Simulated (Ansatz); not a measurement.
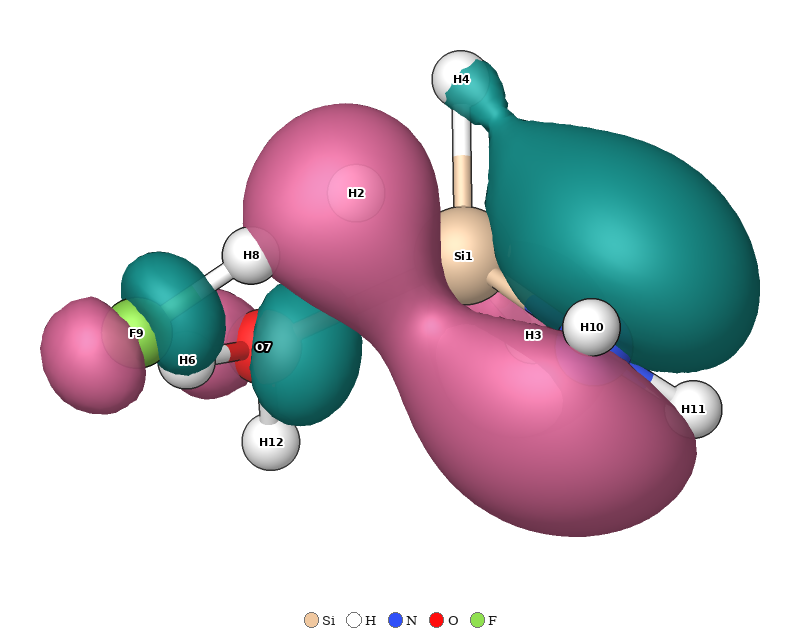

Figure. H6NOSi···H···HF. The HOMO−1 at ±0.1 Å⁻³ᐟ² (teal and pink are the two phases), seen from one side.

A transition-state structure; geometry: PBE0-D4/def2-TZVP.

These are results of RKS PBE0-D4/def2-TZVPP in Ansatz 0.2.0, not measurements.

| atom | x (Å) | y (Å) | z (Å) |
| --- | --- | --- | --- |
| Si | -0.4736 | -0.6303 | 0.2784 |
| H | 0.7938 | 0.2706 | 1.0445 |
| H | -1.4554 | -1.3384 | -0.6314 |
| H | -0.1280 | -1.7044 | 1.2430 |
| N | -1.4355 | 0.7393 | 0.5830 |
| H | 1.4759 | 0.0686 | -1.0165 |
| O | 0.7381 | -0.6735 | -1.0996 |
| H | 1.5071 | 0.7311 | 0.4602 |
| F | 2.1955 | 1.0269 | -0.3751 |
| H | -1.1549 | 1.5020 | 1.1747 |
| H | -2.4035 | 0.7655 | 0.3101 |
| H | 0.3406 | -0.7573 | -1.9713 |

### Where does this orbital lie, and at what energy?

By Hirshfeld shares it lies mainly on N5 (about 50 %), Si1 (about 15 %) and H2 (about 5 %). Its energy is −8.13 eV.
